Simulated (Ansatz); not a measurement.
# CH₅Ge₂N (SMILES [GeH3][C]1=[N][GeH2]1): what the fields show

Input file:

```
crystal:
  periodic: [false, false, false]
  atoms:
    - { symbol: Ge, position_ang: [-0.4006, 1.0954, -0.977] }
    - { symbol: C, position_ang: [0.4471, -0.3182, -0.1214] }
    - { symbol: "N", position_ang: [1.4768, -1.2232, -0.1517] }
    - { symbol: Ge, position_ang: [0.5513, -1.4045, 1.2689] }
    - { symbol: H, position_ang: [-0.9131, 0.6835, -2.4146] }
    - { symbol: H, position_ang: [-1.6792, 1.5753, -0.1454] }
    - { symbol: H, position_ang: [0.5497, 2.3425, -1.1177] }
    - { symbol: H, position_ang: [-0.737, -2.2962, 1.1025] }
    - { symbol: H, position_ang: [0.7934, -0.5009, 2.5393] }
basis:
  gaussian:
    orbitals: cc-pVDZ
hamiltonian:
  xc:
    name: B2PLYP
output:
  orbitals: {}
```

Run with:

```sh
python run_energy.py --basis cc-pVDZ
```

The fields and orbitals are those of the mean-field reference, not of the correlated method.

Theory: SCF B2PLYP, Gaussian basis in Ansatz 0.2.0.

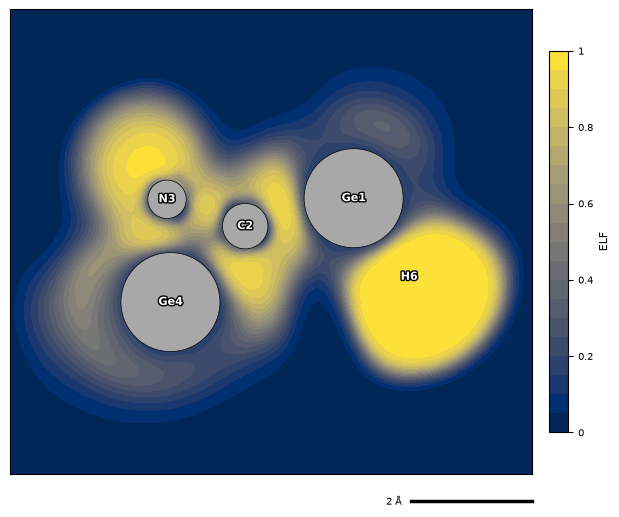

Figure 1. Electron localisation function on the plane of atoms N3, C2 and Ge4. Grey discs cover the atomic cores.

Interpret the plot.

Answer. Atoms in the plane: Ge, C, N and H.
C–N (1.37 Å): the ELF peaks at about 0.85 between the atoms: a covalent bond.
Ge–N (1.71 Å): the ELF peaks at about 0.80 in the valence shell of N, 0.6 Å from its nucleus, and is about 0.35 at the midpoint.
C–Ge (1.77 Å): the ELF peaks at about 0.80 in the valence shell of C, 0.6 Å from its nucleus, and is about 0.35 at the midpoint.
Ge–H (1.60 Å): the ELF climbs to about 1 towards the hydrogen.
C–Ge (1.86 Å): the ELF peaks at about 0.95 in the valence shell of C, 0.7 Å from its nucleus, and is about 0.60 at the midpoint.
The ELF also peaks beside N3, away from the bonds: lone-pair regions.

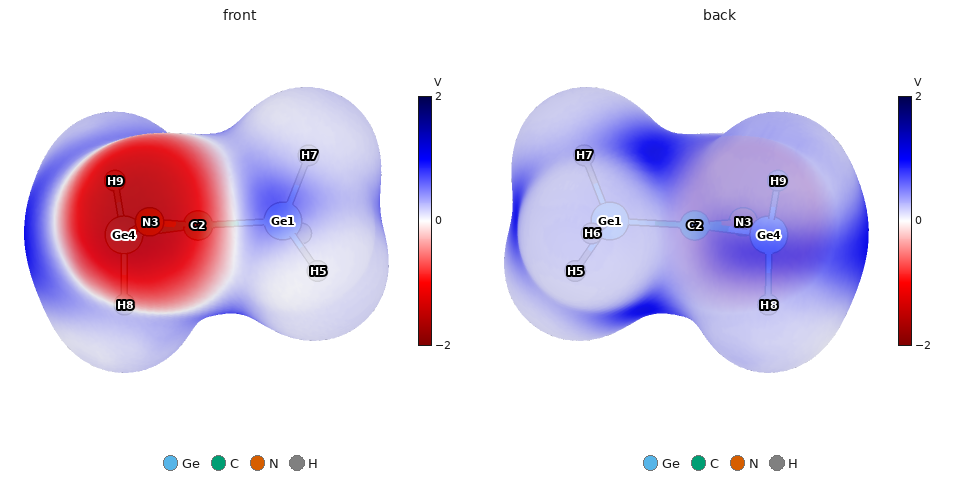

Figure 2. The molecular electrostatic potential painted on the density surface at 0.001 e/bohr³, seen from the front and from behind; red is negative and blue positive.

Which sites attract a positive test charge, and which a negative one?

Answer. A positive charge is drawn to the negative regions and a negative charge to the positive ones. The most negative region (about −1.5 V) lies over N3, the most positive (about +1.0 V) over Ge1. N3 is the likeliest acceptor of a hydrogen bond.

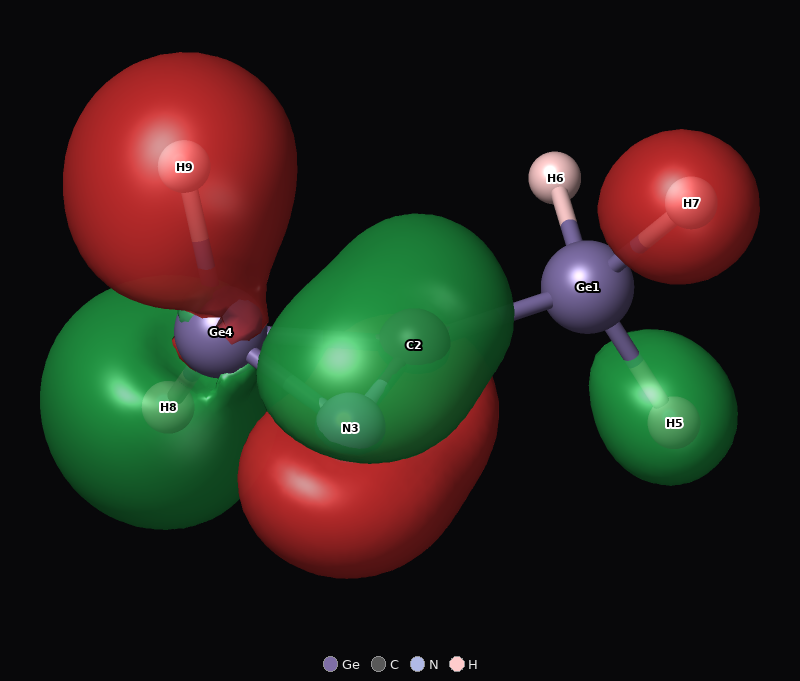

Figure 3. The HOMO−1 at ±0.08 Å⁻³ᐟ² (green and red are the two phases), seen at a tilt.

Where does this orbital lie, and at what energy?

Answer. By Hirshfeld shares it lies mainly on N3 (about 30 %), Ge4 (about 20 %), C2 (about 15 %), H8 (about 15 %) and H9 (about 10 %). Its energy is −9.32 eV.
